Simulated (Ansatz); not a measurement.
Starting cell, PbS (rock salt):

```yaml
crystal:
  lattice:
    - [0.00000, 5.97449, 5.97449]
    - [2.98725, 0.00000, 2.98725]
    - [2.98725, 2.98725, 0.00000]
  atoms:
    - { symbol: S, position: [0.00000, 0.00000, 0.00000] }
    - { symbol: S, position: [0.50000, 0.00000, 0.00000] }
    - { symbol: Pb, position: [0.25000, 0.50000, 0.50000] }
    - { symbol: Pb, position: [0.75000, 0.50000, 0.50000] }
```

The atoms are displaced by Q × the pattern below (from a DFPT mode at L = (0.5, 0.0, 0.0), largest move 1; Q in Å), at fixed cell. (q is in reciprocal vectors of the primitive cell; the cell shown is doubled to hold the pattern.)

```tsv
atom	x	y	z
Pb3	-0.577	0.577	0.577
Pb4	0.577	-0.577	-0.577
```

Atoms not listed stay in place.

Calculation: r2SCAN (plane waves to 500 eV, PAW, scalar-relativistic; Ansatz, a quantum-chemistry and plane-wave program). k mesh 5×10×10 (Γ-centred), Fermi-Dirac smearing 0.05 eV. The energy includes the smearing's −TS. PbS was relaxed with its symmetry unable to fall. Spin-orbit coupling is left out, though Pb is heavy. ΔE is measured from the undisplaced structure.

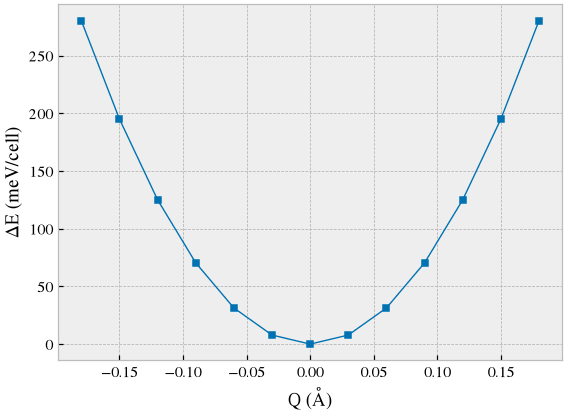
Fig. 1. ΔE (meV/cell) against Q (Å); one marker a computed point.

Problem. What is the energy change at Q = 0.180 Å?

Solution. About 280 meV/cell.

Problem. What harmonic wavenumber does the curvature at Q = 0 give?

Solution. About 110 cm⁻¹.

(For displaced atoms, the force is minus the slope of the energy, and its curvature is a force constant, which sets phonon frequencies.)
